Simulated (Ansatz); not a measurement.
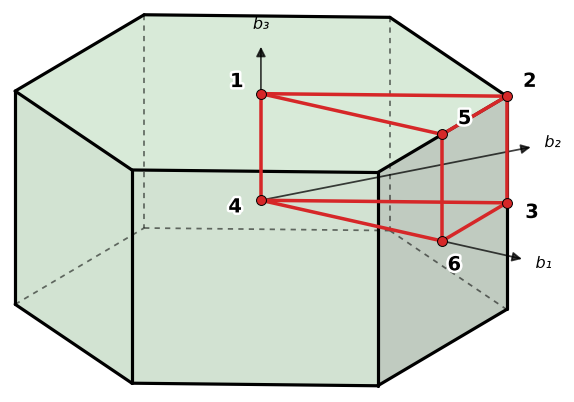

For Mg, the end point of a relaxation at fixed volume with DFT r2SCAN, scalar-relativistic, plane waves, PAW in Ansatz: the first Brillouin zone of a primitive hexagonal lattice (hP; extended symbol hP2) is drawn with its special points numbered. Geometry calculated from the standardised cell; symmetry tolerance 0.002 Å.

a = 3.206 Å, b = 3.206 Å, c = 5.163 Å, α = 90.00°, β = 90.00°, γ = 120.00°.

Labels and path follow the convention of Hinuma et al. (2017), as computed by seekpath; the arrows show the directions of the reciprocal primitive vectors b₁, b₂, b₃, in which coordinates are given.

Give the label and coordinates of each numbered point.

Answer.
| no. | label | coordinates |
| --- | --- | --- |
| 1 | A | (0, 0, 1/2) |
| 2 | H | (1/3, 1/3, 1/2) |
| 3 | K | (1/3, 1/3, 0) |
| 4 | Γ | (0, 0, 0) |
| 5 | L | (1/2, 0, 1/2) |
| 6 | M | (1/2, 0, 0) |
